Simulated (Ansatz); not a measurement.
# GaP (F-43m): band gap by G0W0 on PBE

How far does one-shot GW move the PBE gap of GaP (F-43m)?

Method: PBE, then G0W0 on it, plane waves, PAW, in Ansatz 0.2.0.

**Experimental background.**

- Gap 2.25 ± 0.04 eV: optical gap from Tauc plot (fundamental, indirect); spectroscopic ellipsometry, Tauc-Lorentz fit and Tauc plot; 300 K; film (GaP layer on Si reference sample) on Si (“Assessment of GaPSb/Si tandem material association properties for photoelectrochemical cells”, 2020, arxiv:2002.02774).

**1. The structure**

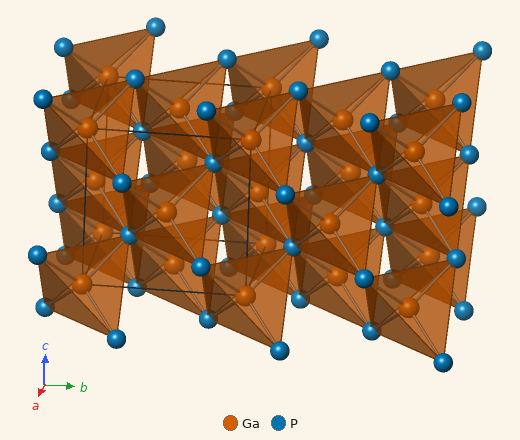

The starting structure, seen slightly off an axis (gallium orange, phosphorus blue). 1×2×1 cells are drawn. This picture shows the conventional cell, with its axes. Some periodic images of atoms are drawn too.

As a file:

```cif
data_structure
_symmetry_space_group_name_H-M 'P 1'
_symmetry_Int_Tables_number 1
_cell_length_a 3.8541
_cell_length_b 3.8541
_cell_length_c 3.8541
_cell_angle_alpha 60.000
_cell_angle_beta 60.000
_cell_angle_gamma 60.000
_cell_volume 40.48
loop_
_atom_site_label
_atom_site_type_symbol
_atom_site_fract_x
_atom_site_fract_y
_atom_site_fract_z
_atom_site_occupancy
Ga1 Ga 0.00000 0.00000 0.00000 1
P2 P 0.25000 0.25000 0.25000 1
```

The cell and positions come from the Crystallography Open Database and are kept as given unless a step says otherwise. The default PAW set here is soft_2. Its files were made with PBE.

**2. Bands along the symmetry lines**

Levels along a band path and on the mesh show where this functional puts the band edges.

This step: DFT, PBE, plane waves, PAW.

input.yaml

```yaml
crystal:
  lattice:
    - [0.0, 2.72525, 2.72525]
    - [2.72525, 0.0, 2.72525]
    - [2.72525, 2.72525, 0.0]
  atoms:
    - { symbol: Ga, position: [0.0, 0.0, 0.0] }
    - { symbol: P, position: [0.25, 0.25, 0.25] }
kpoints:
  mp_grid: { grid: [8, 8, 8] }
  band_path:
    path:
      - [[0.0, 0.0, 0.0], [-0.5, -0.5, 0.0], [-0.375, -0.375, 0.25]]
      - [[-0.375, 0.0, 0.375], [0.0, 0.0, 0.0], [0.0, 0.0, 0.5], [-0.5, -0.25, 0.25], [-0.5, -0.5, 0.0]]
    npoints: 10
hamiltonian:
  xc: pbe
scf:
  occupations: { method: fermi_dirac, width: 0.02 }
  n_extra_bands: 4
output:
  eigenvalues: true
  write_density: true
  write_potential: true
  elf: true
  volumetric_format: npy
```

Launch:

```
$ ansatz run input.yaml --threads 3 --pin off --max-ram 64512MiB --backend cuda --events-out ev --progress --plain --runs-dir out --devices 1 --max-vram 24GiB  # rebuilt from the run's record
```

Numbers of over 12 decimals in the logs are rounded to 6 here.

What it wrote:

```text
scf.n_extra_bands = 4 over 9 filled bands (N_el = 18.0): the run solves 13 bands
GPUs: using 1 of 1 available (devices: 1).
Engine: ansatz 0.2.0, x86_64-unknown-linux-gnu
Pseudopotentials: kind: paw
Pseudopotential: Ga, paw, valence charge 13, recommended cutoff 420 eV (normal), Ga.paw.azcp
Pseudopotential: P, paw, valence charge 5, recommended cutoff 420 eV (normal), P.paw.azcp
Functional definition: PBE
  parameter kappa = 0.804
  parameter beta = 0.066725
  exchange = pbe_x(kappa = kappa, mu = beta*pi^2/3)
  correlation = pbe_c(beta = beta)
device memory: the entry about to start is reckoned to put 0.7 GiB on a device that reports 68.8 GiB free (of which the cap on the GPU budget leaves the run 24.0 GiB)
GPU FFT provider: cuFFT
GPU libraries: cuBLAS 13.8.2, cuFFT 12.4.0, cuSOLVER 12.3.4
Crystal: 2 atoms, lattice volume = 40.481 Å³
Basis set: ecut = 420 eV, 749 PW (Γ)
Bands: 13, of which v1, the nominal top of the filled ones, is band 9 counted from 1 (8 counted from 0)
Symmetry: 24 space group operations
Space group: F-43m (ITA 216), of the structure as read, at distance tolerance 3.4e-5 Å
k-points: 29 of 512 (time reversal used)
Non-local potential: Ga, projectors of the file, l = 0: 2, l = 1: 2, l = 2: 3, l = 3: 1
Non-local potential: P, projectors of the file, l = 0: 2, l = 1: 2, l = 2: 2
PAW form: soft (Blöchl's): semilocal exchange-correlation on the pseudo side does not see the compensation charge
PAW one-centre angular grid: Ga, 590 points (default); XC on 64 Gauss nodes
PAW one-centre angular grid: P, 110 points (default); XC on 64 Gauss nodes
Initial density: superposition of atomic densities (neutral atoms: chi_scale 0, normalization atom), corrected by the library's trained network
Initial wavefunctions: pseudopotential atomic-orbital guess
GPU buffer pool allocated for 19683 grid points (all kernels)
GPU transforms: local potential and band sums: pruned to the plane-wave sphere, on 25×25×25
Functional: x = pbe(κ = 0.804, μ = 0.219515), c = pbe(β = 0.066725)
SCF iter   1: F=—  HF=-4539.548861 eV  |F-HF|=—  |Δ(HF+E_count)|=         —  Δρ=1.59e-3  dr2=1.33e-3  ethr=1.77e-3  ⟨swp⟩=6.6  Hψ=2586  notcnv=0
preconditioner: auto → none  [insulator: Δε(μ)=1.630 eV  Ē_g=15.513 eV  σ=0.020 eV  W_gap=1.00  n_scr=14 (ndim 8)  ℏωp=24.8 eV  f_vac=0.011  D(μ)=0.00/eV (n_scr^D=0)  ε∞_Penn≈3.5]
SCF iter   2: F=—  HF=-4539.548032 eV  |F-HF|=—  |Δ(HF+E_count)|=   8.29e-4  Δρ=1.33e-3  dr2=4.72e-4  ethr=7.41e-6  ⟨swp⟩=2.3  Hψ=1000  notcnv=0
SCF iter   3: F=—  HF=-4539.547817 eV  |F-HF|=—  |Δ(HF+E_count)|=   2.15e-4  Δρ=4.46e-4  dr2=5.92e-5  ethr=2.62e-6  ⟨swp⟩=2.0  Hψ=738  notcnv=0
SCF iter   4: F=—  HF=-4539.547885 eV  |F-HF|=—  |Δ(HF+E_count)|=   6.79e-5  Δρ=1.32e-4  dr2=4.50e-6  ethr=3.29e-7  ⟨swp⟩=2.0  Hψ=642  notcnv=0
SCF iter   5: F=—  HF=-4539.547885 eV  |F-HF|=—  |Δ(HF+E_count)|=   2.68e-8  Δρ=3.26e-5  dr2=5.00e-7  ethr=2.50e-8  ⟨swp⟩=2.0  Hψ=637  notcnv=0
SCF iter   6: F=-4539.547886 eV  HF=-4539.547886 eV  |F-HF|=2.78e-8  |Δ(HF+E_count)|=   4.52e-7  Δρ=1.05e-5  dr2=2.88e-8  ethr=5.56e-10  ⟨swp⟩=5.0  Hψ=1579  notcnv=0
SCF 1 converged in 6 iterations: F = -4539.547886 eV  dr2 = 2.88e-8
  greatest PAW one-centre occupation: 0.994 electrons in one spin orbital (limit 2), on the Ga atom at site 0 (counted from 0), in its partial waves of l = 2
device memory: the entry about to start is reckoned to put 0.8 GiB on a device that reports 68.8 GiB free (of which the cap on the GPU budget leaves the run 24.0 GiB)
NSCF: frozen V_eff on 62 k-points, pencils in batches of 32, up to order 60
SCF converged after 6 iterations
Free energy (F): -4539.547886 eV
Harris-Foulkes:  -4539.547886 eV  (|F-HF|=2.78e-8)
Internal energy: -4539.547886 eV  (E = F + TS)
E sigma→0 (E₀):  -4539.547886 eV
Fermi energy:    7.896718 eV
--- Per-component energies (eV) ---
  E_band       = -58.219896
  E_kinetic    = 186.315155
  E_local      = -2200.454253  (includes V_loc(G=0)·N_el)
  E_nonlocal   = 458.831770
  E_hartree    = 1017.548594
  E_xc         = -130.787463
  E_vxc        = -119.039741  (∫ρ·V_xc dr)
  E_paw        = -2558.356641  (= ΣΔE_a)
  E_vpaw       = -418.962690  (= ΣTr[D̂ρ^β])
  E_aug_tail   = -0.000104  (compensation charges beyond the density's cutoff)
  E_ewald      = -1312.644944
  E_smearing   = -0.000000  (= −TS)
  E_closure    = 0.000000  (closes the sum)
  Σ components = -4539.547886   (vs F -4539.547886, Δ=0.00e0)
--- Band table (eV; the first three rows and the last of 29) ---
  k-point 0: bands = [... 5 lower, -5.4064, 7.0860, 7.0860, 7.0860, 8.9143, 10.9710, 10.9710, 10.9710]
  k-point 1: bands = [... 5 lower, -5.2039, 5.4583, 6.8561, 6.8561, 9.5377, 11.3201, 11.3201, 11.5529]
  k-point 2: bands = [... 5 lower, -4.6303, 3.2111, 6.4234, 6.4234, 9.2434, 11.8254, 11.8254, 13.4328]
  k-point 28: bands = [... 5 lower, -2.3485, 0.5382, 3.5112, 3.6661, 11.7870, 11.9484, 13.1883, 13.2302]
```

Run time: 2.4 s. Hardware: 1 × NVIDIA H100 80GB HBM3 (shared by 3 runs) with 3 threads of AMD EPYC 7R13 (Zen 3), shared host; peak memory 0.93 GiB; 2.4 s of CPU time.

Numbers from this step:

```yaml
filled_bands: 9
gap: 1.603 eV
valence_top_at: Γ
conduction_bottom_at: k = (-0.450, -0.450, 0.000)
least_direct_gap: 1.828 eV
```

Over mesh and path the gap is 1.603 eV, from k = Γ to k = (-0.450, -0.450, 0.000). The least direct gap found is 1.828 eV, at k = Γ. On the 8×8×8 mesh alone the same run gives 1.642 eV, so that mesh misses an edge of PBE: 1.642 − 1.603 = +0.039 eV.

Electronic bands along the path, in eV, zero at the top of the highest nominally filled band:

```csv
point,band 6,band 7,band 8,band 9,band 10,band 11,band 12,band 13
Γ,-12.49,0.00,0.00,0.00,1.83,3.89,3.89,3.89
X,-9.53,-6.75,-2.68,-2.68,1.65,1.82,10.58,10.58
U,-9.56,-6.55,-3.94,-2.25,2.19,4.80,8.23,8.25
jump to K,-9.56,-6.55,-3.94,-2.25,2.19,4.80,8.23,8.25
Γ,-12.49,0.00,0.00,0.00,1.83,3.89,3.89,3.89
L,-10.43,-6.63,-1.12,-1.12,1.67,4.71,4.71,8.28
W,-9.43,-6.55,-3.57,-3.42,4.70,4.86,6.10,6.14
X,-9.53,-6.75,-2.68,-2.68,1.65,1.82,10.58,10.58
```

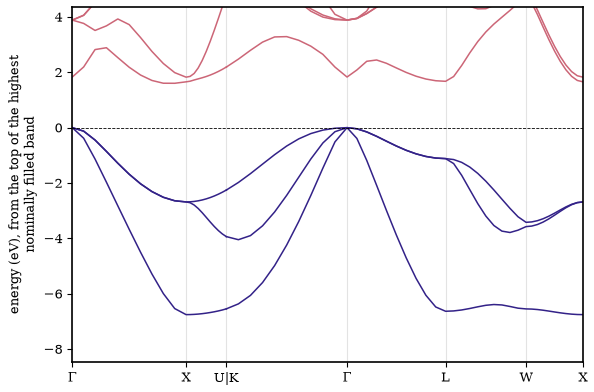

Electronic bands along the path; lines of filled and empty bands in two colours.

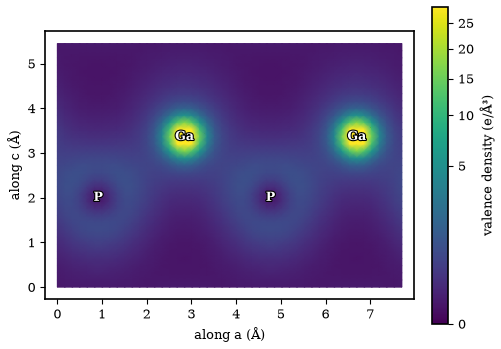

Valence density in the ac plane of a cell with a along [110], b along [-110] and c along [001] of the cube at fractional y = 0.000, with atoms of Ga and P within 0.2 Å of it. It is the smooth field of the valence electrons, not physical close to the nuclei. The map starts off the cell's origin, so that atoms lie inside it. The colour scale is stretched toward low values.

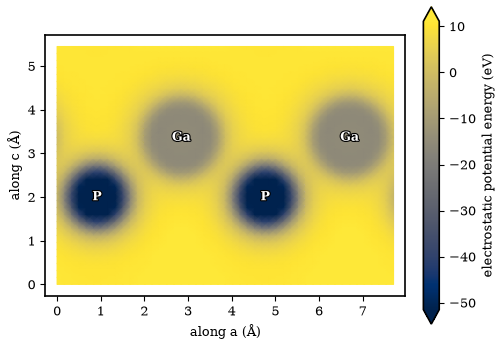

Electrostatic potential energy in the ac plane of a cell with a along [110], b along [-110] and c along [001] of the cube at fractional y = 0.000, with atoms of Ga and P within 0.2 Å of it. With pseudopotentials it is smooth inside the atoms' cores, unlike the true potential. The map starts off the cell's origin, so that atoms lie inside it.

**3. The quasiparticle correction**

G0W0 replaces the xc potential by a self-energy built once from the orbitals of the start. Levels are corrected in the window of bands that the input names, at points of the mesh.

This step: G0W0 on PBE, plane waves, PAW.

input.yaml, the sections that differ from step 2:

```yaml
kpoints:
  mp_grid: { grid: [6, 6, 6] }
scf:
  occupations: { method: fixed }
gw:
  n_empty_bands: 259
  ecut_chi: 200.0
  qp_bands: [v2, c2]
  qp_kpoints: band_edges
  screening: { model: contour_deformation }
# crystal, hamiltonian: as in step 2
# output: removed
```

What it wrote:

```text
GPUs: using 1 of 1 available (devices: 1).
[...]
GPU FFT provider: cuFFT
GPU libraries: cuBLAS 13.8.2, cuFFT 12.4.0, cuSOLVER 12.3.4
Crystal: 2 atoms, lattice volume = 40.481 Å³
Basis set: ecut = 420 eV, 749 PW (Γ)
Bands: 13, of which v1, the nominal top of the filled ones, is band 9 counted from 1 (8 counted from 0)
Symmetry: 24 space group operations
[...]
k-points: 16 of 216 (time reversal used)
[...]
GPU buffer pool allocated for 19683 grid points (all kernels)
[...]
SCF iter   1: F=—  HF=-4539.535097 eV  |F-HF|=—  |Δ(HF+E_count)|=         —  Δρ=1.41e-3  dr2=8.77e-4  ethr=1.77e-3  ⟨swp⟩=4.9  Hψ=1113  notcnv=0  defer=27
[...]
SCF iter   7: F=-4539.534179 eV  HF=-4539.534179 eV  |F-HF|=5.06e-9  |Δ(HF+E_count)|=   8.47e-9  Δρ=5.15e-6  dr2=4.73e-9  ethr=5.56e-10  ⟨swp⟩=6.5  Hψ=977  notcnv=0
SCF 1 converged in 7 iterations: F = -4539.534179 eV  dr2 = 4.73e-9
[...]
NSCF: frozen V_eff on 16 k-points, pencils in batches of 32, up to order 52
the band table was solved once the SCF had ended and its energy, with any forces and stress, was formed, with the checks that follow a solve (1349 applications of the Hamiltonian). They found nothing against the state; the energy, forces and stress were not computed again (output.eigenvalues in the input reference)
[...]
NSCF: frozen V_eff on 16 k-points
G₀W₀ screening: q 1/16
[... further progress lines ...]
[...]
SCF converged after 7 iterations
Free energy (F): -4539.534179 eV
[...]
Internal energy: -4539.534179 eV  (E = F + TS)
E sigma→0 (E₀):  -4539.534179 eV
Fermi energy:    7.092276 eV
[...]
--- Band table (eV; the first three rows and the last of 16) ---
  k-point 0: bands = [... 5 lower, -5.4013, 7.0923, 7.0923, 7.0923, 8.9192, 10.9731, 10.9731, 10.9731]
  k-point 1: bands = [... 5 lower, -5.0450, 4.7047, 6.7210, 6.7210, 9.5048, 11.5213, 11.5213, 12.1169]
  k-point 2: bands = [... 5 lower, -4.0976, 1.8834, 6.1848, 6.1848, 8.9896, 11.8980, 11.8980, 14.6886]
  k-point 15: bands = [... 5 lower, -2.3653, 0.4835, 3.7157, 3.8281, 10.5677, 10.7368, 14.6373, 14.6610]
--- G₀W₀: contour deformation, 7 samples at zero and on the imaginary axis and 2 off it, 216 q-points, 259 empty bands' worth ---
  eigenvalues of the whole cell's RPA ε∞ on this k-mesh (on a slab, of 1 + 4πα/V) = 12.1711, 12.1711, 12.1711; static W/v taken at q = 0 is 0.082162
  bands read: the sum over 268 bands ends inside a degenerate multiplet in 2 slots, whose members it reads at an even weight; the widest, k=0: bands 268 to 269 (counted from 1) at 1/2 each
  gw.qp_kpoints: band_edges: 9 of 16 stored k-points solved, in 1 pass; an edge of the gap read off the rows below is read off those points alone
    valence top: of the k-points left out ik 8 came nearest to being solved in a further pass, in band 9 (counted from 1, as in the quasiparticle table): it holds the edge there only if its correction is more favourable than any solved in that band by at least 0.513 eV; those differ by 0.093 eV
    conduction bottom: of the k-points left out ik 11 came nearest to being solved in a further pass, in band 10 (counted from 1, as in the quasiparticle table): it holds the edge there only if its correction is more favourable than any solved in that band by at least 0.855 eV; those differ by 0.242 eV
    ik  band        ε_KS         Σx   Σc(E_QP)       V_xc       Z   E_QP_lin       E_QP  E_QP is
     0     8      7.0923   -17.1451     1.0944   -15.3974  0.7649     6.4342     6.4389  root
     0     9      7.0923   -17.1451     1.0944   -15.3974  0.7649     6.4342     6.4389  root
     0    10      8.9192   -10.7830    -4.3416   -15.2486  0.7778     9.0433     9.0431  root
     0    11     10.9731    -7.4617    -4.4663   -12.0235  0.7730    11.0687    11.0685  root
     1     8      6.7210   -16.8281     1.1861   -14.9763  0.7636     6.0500     6.0552  root
     1     9      6.7210   -16.8281     1.1861   -14.9763  0.7636     6.0500     6.0552  root
     1    10      9.5048    -9.4840    -4.3125   -13.9025  0.7768     9.6109     9.6107  root
     1    11     11.5213    -7.5906    -4.6413   -12.3376  0.7652    11.6271    11.6269  root
     2     8      6.1848   -16.6317     1.3965   -14.5426  0.7603     5.4858     5.4922  root
     2     9      6.1848   -16.6317     1.3965   -14.5426  0.7603     5.4858     5.4922  root
     2    10      8.9896    -9.2685    -4.1347   -13.4708  0.7816     9.0573     9.0573  root
     2    11     11.8980    -7.2183    -4.7358   -12.0522  0.7619    11.9963    11.9961  root
     3     8      5.9730   -16.5940     1.4876   -14.4026  0.7586     5.2624     5.2692  root
     3     9      5.9730   -16.5940     1.4876   -14.4026  0.7586     5.2624     5.2692  root
     3    10      8.7633    -9.3798    -4.0654   -13.5010  0.7827     8.8191     8.8191  root
     3    11     11.8024    -7.0118    -4.6711   -11.7684  0.7652    11.8880    11.8878  root
     4     8      6.0899   -16.3881     1.3789   -14.3217  0.7603     5.3961     5.4024  root
     4     9      6.0899   -16.3881     1.3789   -14.3217  0.7603     5.3961     5.4024  root
     4    10      9.8643    -7.9599    -4.2282   -12.2552  0.7785     9.9315     9.9314  root
     4    11     10.8926    -9.2876    -4.5529   -13.9029  0.7670    10.9551    10.9550  root
     6     8      4.5263   -16.0512     1.8829   -13.4562  0.7450     3.8043     3.8142  root
     6     9      5.4665   -16.3118     1.6577   -13.9347  0.7546     4.7392     4.7471  root
     6    10      9.8277    -8.5900    -4.2174   -12.8515  0.7778     9.8719     9.8718  root
     6    11     11.7675    -7.4906    -4.7528   -12.3093  0.7598    11.8335    11.8334  root
     9     8      4.8666   -16.0922     1.8974   -13.4593  0.7480     4.1214     4.1312  root
     9     9      4.8666   -16.0922     1.8974   -13.4593  0.7480     4.1214     4.1312  root
     9    10      8.8481    -7.5170    -3.8791   -11.3544  0.7882     8.8065     8.8064  root
     9    11     10.0046    -7.3078    -4.2435   -11.5380  0.7809     9.9913     9.9913  root
    10     8      3.7811   -15.5803     2.2834   -12.5591  0.7321     3.0297     3.0434  root
    10     9      4.7122   -16.0799     1.9665   -13.3726  0.7458     3.9612     3.9714  root
    10    10      9.1476    -7.4462    -3.9640   -11.3657  0.7870     9.1032     9.1031  root
    10    11     10.6294    -7.6555    -4.4176   -12.0934  0.7722    10.6498    10.6498  root
    12     8      4.4071   -16.0064     2.0946   -13.1652  0.7416     3.6493     3.6606  root
    12     9      4.4071   -16.0064     2.0946   -13.1652  0.7416     3.6493     3.6606  root
    12    10      8.7432    -6.9016    -3.8046   -10.5886  0.7926     8.6258     8.6256  root
    12    11      8.9127    -7.9321    -3.9682   -11.8951  0.7849     8.9075     8.9075  root
```

It took 12 s on 1 × NVIDIA H100 80GB HBM3 (shared by 3 runs) with 3 threads; peak memory 1.3 GiB; 13 s of CPU time.

This step gave:

```yaml
bands_summed: 268
rpa_eps_infinity_on_this_mesh_eigenvalues: 12.17, 12.17, 12.17
plane_waves_in_the_screening_matrix: 259
q_points_in_the_mesh: 216
g0w0_gap_over_the_corrected_points: 2.187 eV
k_of_the_valence_top: 0, 0, 0
k_of_the_conduction_bottom: 0, -0.5, -0.5
starting_gap_on_the_mesh: 1.651 eV
z_at_the_valence_top: 0.7649
z_at_the_conduction_bottom: 0.7926
least_direct_g0w0_gap_over_the_corrected_points: 2.604 eV
```

Over 9 of 16 irreducible mesh points the G0W0 gap is 2.187 eV, from k = Γ to k = (0.000, -0.500, -0.500). The PBE gap of this run on the mesh is 1.651 eV. The two states that bound the G0W0 gap lie that far apart at the start, so the correction of the gap is 2.187 − 1.651 = +0.536 eV. The start of this run differs from the step before in mesh (8×8×8 and 6×6×6).

Labels follow the order of the start: v1 is the top filled band, c1 the lowest empty one; levels that stay degenerate share a row, the window can cut a multiplet, doubted levels are not marked in this list, bands outside the window were not corrected, and the list may be a part of the corrected levels. Levels before and after the correction, in eV, zero at the valence-band top of each column:

```csv
,conduction bottom,valence top
Kohn-Sham,1.65,0.00
G0W0,2.19,0.00
```

```csv
,level,occupation,energy (eV)
Kohn-Sham,Γ v2-v1,2,0.000
Kohn-Sham,Γ c1,0,1.827
Kohn-Sham,Γ c2,0,3.881
Kohn-Sham,(0 -0.5 -0.5) v2-v1,2,-2.685
Kohn-Sham,(0 -0.5 -0.5) c1,0,1.651
Kohn-Sham,(0 -0.5 -0.5) c2,0,1.820
G0W0,Γ v2-v1,2,0.000
G0W0,Γ c1,0,2.604
G0W0,Γ c2,0,4.630
G0W0,(0 -0.5 -0.5) v2-v1,2,-2.778
G0W0,(0 -0.5 -0.5) c1,0,2.187
G0W0,(0 -0.5 -0.5) c2,0,2.469
```

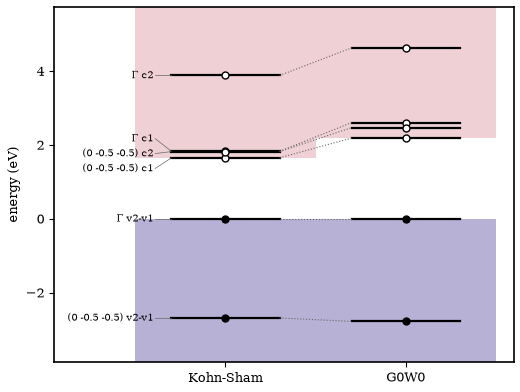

Levels before and after the correction. Shaded: valence and conduction bands. Filled marks are occupied levels, open marks empty ones.

The parts of the quasiparticle energy for the two states that bound the G0W0 gap, in eV on the run's own scale (QP = start + Σx + Σc − Vxc, with Σc at the quasiparticle energy):

```csv
edge,k,band,start,Σx,Σc,Vxc,Z,QP
valence top,Γ,8,7.092,−17.145,1.094,−15.397,0.765,6.439
conduction bottom,"(0.000, -0.500, -0.500)",10,8.743,−6.902,−3.805,−10.589,0.793,8.626
```

(Continued in part 2 of 2.)

[Paths, hosts, dates, memory and timing lines, banners, echoed tables and standing remarks are left out of the program output.]

[Logs are printed without paths, hosts, clocks, repeated set-up lines and the standing remarks that a program may print on its own settings, such as how far it seeks lower states.]

[Runs of the session that timed out or met a known fault of the program may be left out.]

[Cells called generated may have been cut or substituted from an entry of the Crystallography Open Database or the Materials Project.]

[Hosts, paths, dates, database ids (printed as entryN), source tags and the programs' standing remarks are cut or masked in the printed files.]

[Where an RPA ε∞ is given, it is that of the G0W0 mesh and is not shown converged in it. Names of k-points follow the symmetry that the program found, which can be lower than the space group named. Band edges on a path are those of the sampled points; other points can move an edge, and change direct to indirect where valleys lie close.]

[Hybrid gaps are those of their k-mesh and are not shown converged in it.]
